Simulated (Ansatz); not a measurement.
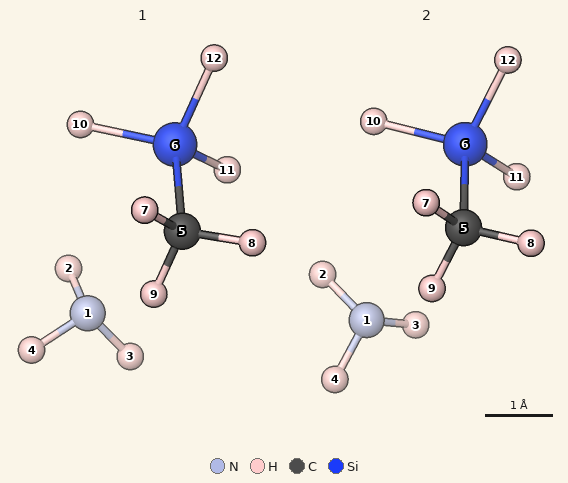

Two geometries of CH₉NSi, drawn at one scale. One is the start of a relaxation, the other its converged end. The picture is a ball-and-stick view, seen from a free direction.

Level of theory: RKS PBE0-D4/def2-TZVP (Ansatz 0.2.0). Set-up: force threshold 0.005 eV/Å; at most 200 steps.

Q: Which of the two is the end point?

A: Structure 2 is the relaxed one. H2 moves most after the best rigid fit: 0.58 Å. By element the largest moves are H 0.58 Å, N 0.13 Å, Si 0.09 Å, C 0.07 Å. Near-neighbour distances that change, for instance: C5–Si6 1.888 → 1.866 Å, Si6–H10 1.506 → 1.489 Å, C5–H7 1.109 → 1.092 Å, N1–H2 1.029 → 1.013 Å. Over 31 accepted moves (39 points after the start) the energy falls by 4.80 kJ/mol. Largest force component: 0.8 eV/Å at the start, 0.0032 eV/Å at the end. The line search rejected the trial steps at points 8, 10, 11, 14, 21, 22, 28, 29 of the run. The forces were under the threshold at step 6, but the run went on from there. The run took 23 s on 4 threads of AMD EPYC 9R45 96-Core, with other jobs on the host.

Limits of the set-up: the start holds two separate molecules, 2.7 Å apart at their closest, whose relative position is a soft coordinate.
